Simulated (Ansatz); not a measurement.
C3H9Sb (SMILES C[Sb](C)C): the energy, rung by rung

The species is C3H9Sb (13 atoms), meant as a singlet with charge 0. SMILES: `C[Sb](C)C`. The shape is that of a PBE0-D4/def2-TZVP optimisation.

```xyz
13

C    -0.6271    1.6136   -0.5968
Sb    0.6526   -0.0785   -0.9867
C     1.5480   -0.0747    0.9757
C    -0.8467   -1.5479   -0.4910
H    -0.0315    2.5271   -0.5727
H    -1.1334    1.4861    0.3612
H    -1.3703    1.7029   -1.3901
H     0.7729    0.0022    1.7397
H     2.1124   -0.9961    1.1241
H     2.2309    0.7709    1.0663
H    -0.3828   -2.5311   -0.4027
H    -1.5983   -1.5868   -1.2805
H    -1.3268   -1.2877    0.4535
```

Each level gives the energy change with the Sb2–C4 bond stretched from 2.157 to 2.481 Å (eV). The values are calculated.

```
                                          level                    kind  program  value (eV)  CPU time (all runs)
   SVWN5/def2-SVP (core potential) (restricted)                     LDA   Ansatz        0.44                9.6 s
  revPBE/def2-SVP (core potential) (restricted)                     GGA   Ansatz        0.27                 14 s
  r2SCAN/def2-SVP (core potential) (restricted)                meta-GGA   Ansatz        0.38                 21 s
   BHLYP/def2-SVP (core potential) (restricted)           global hybrid   Ansatz        0.44                 18 s
 r2SCAN0/def2-SVP (core potential) (restricted)         hybrid meta-GGA   Ansatz        0.45                 25 s
   HSE06/def2-SVP (core potential) (restricted)  range-separated hybrid   Ansatz        0.41                 17 s
 wB97M-V/def2-SVP (core potential) (restricted)  range-separated hybrid   Ansatz        0.47                 96 s
  B2PLYP/def2-SVP (core potential) (restricted)           double hybrid   Ansatz        0.38                 23 s
RPA@PBE0/def2-SVP (core potential) (restricted)                     RPA   Ansatz        0.38                 32 s
     MP2/def2-SVP (core potential) (restricted)     perturbation theory   Ansatz        0.44                9.9 s
```

The first shape isn't each level's own minimum. The values span 0.27 to 0.47 eV. In the correlated wave-function rows the outer d shell of Sb is correlated, in sets not made for it. CPU times are rough (shared hosts, several kinds of processor): they show what a rung costs within a factor of a few.

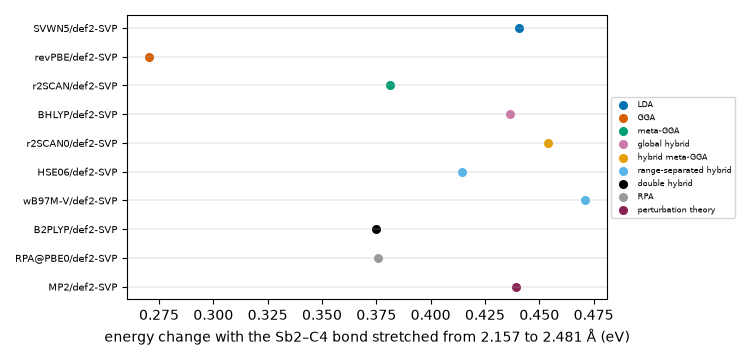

The values of the table, level by level.
